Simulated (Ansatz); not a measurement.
The starting structures come from a database of crystals and need not be the phases stable at ambient conditions.

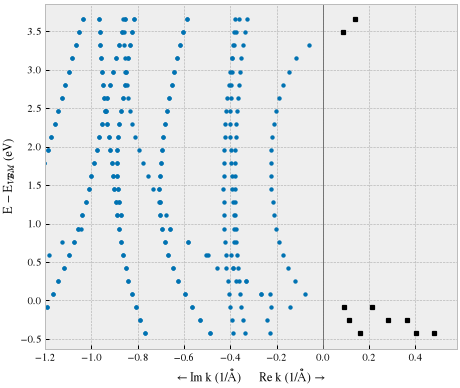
Fig. 1. Complex bands at the centre of the two-dimensional zone; r2SCAN (Ansatz, a first-principles code)

The gap is the functional's own. No spin-orbit coupling. Mid-gap values are interpolated on the energy grid.

Task: This is AlGaN2 (P3m1, not sure to be the ambient phase, 4 atoms a cell, 10.9 Å³ an atom) along the normal of (111). Read off the slowest decay at the centre of the two-dimensional zone at 1.61 eV, the computed energy nearest the middle of the gap.

Result: κ ≈ 0.22 1/Å, a decay length 1/(2κ) of the density of 2.2 Å.
